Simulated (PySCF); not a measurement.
| atom | x (Å) | y (Å) | z (Å) |
| --- | --- | --- | --- |
| C | 0.8168 | -2.3813 | -1.6107 |
| C | 0.5318 | -1.2230 | -1.4972 |
| C | 0.1597 | 0.1592 | -1.3301 |
| C | 1.2811 | 0.9734 | -0.6755 |
| Si | 1.9040 | 0.3014 | 0.9930 |
| Si | -1.5138 | 0.2920 | -0.3668 |
| F | -2.6276 | 0.2539 | -1.5626 |
| P | -2.0593 | -1.4667 | 0.9547 |
| P | -1.6945 | 2.3882 | 0.4422 |
| H | 1.0900 | -3.3866 | -1.7333 |
| H | -0.0421 | 0.5701 | -2.3283 |
| H | 0.9224 | 1.9994 | -0.5429 |
| H | 2.1242 | 1.0296 | -1.3693 |
| H | 2.5565 | -0.9928 | 0.8034 |
| H | 0.7684 | 0.1419 | 1.9129 |
| H | 2.8477 | 1.2764 | 1.5405 |
| H | -0.7609 | -1.9344 | 1.0501 |
| H | -2.3336 | -2.2732 | -0.1379 |
| H | -2.9382 | 2.1667 | 1.0062 |
| H | -1.0378 | 2.1167 | 1.6290 |

Geometry: GFN2-xTB.

Level of theory: PySCF 2.14.0, PBE0/pcSseg-1, SCF density, gas phase, non-relativistic.

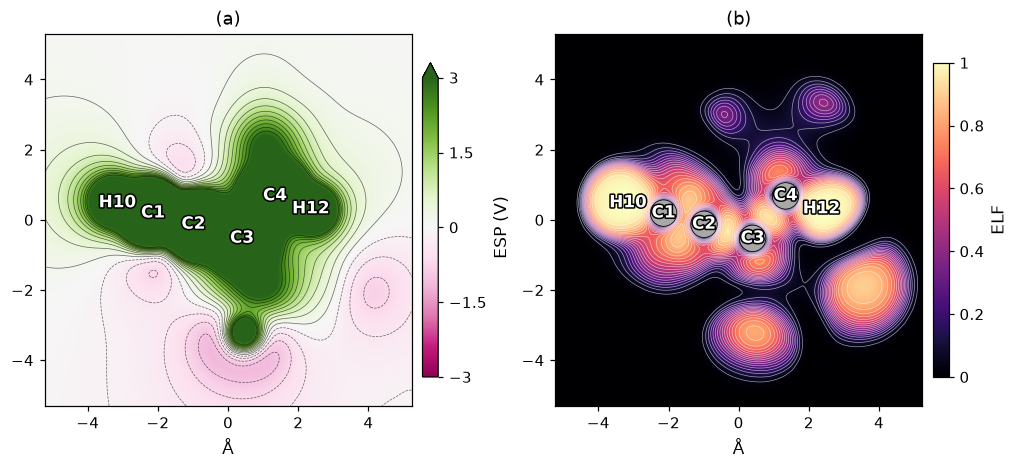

C$_{4}$H$_{11}$FP$_{2}$Si$_{2}$ (SMILES C#C[C@H](C[SiH3])[Si](F)(P)P). (a) molecular electrostatic potential; (b) electron localisation function on the plane of atoms C3, C4 and H12. Grey discs cover the atomic cores in the ELF map.

Q: What does the map show?

A: Atoms in the plane: C and H.
C–C (1.20 Å): the ELF peaks at about 0.85 between the atoms: a multiple bond.
C–H (1.05 Å): the ELF climbs to about 1 towards the hydrogen, as it does in any bond to H; an ordinary covalent bond to hydrogen.
The ELF also peaks beside F7, away from the bonds: lone-pair regions.
Outside the dense part of the molecule the potential is most negative (−1.2 V) near F7, which lies off the plane.
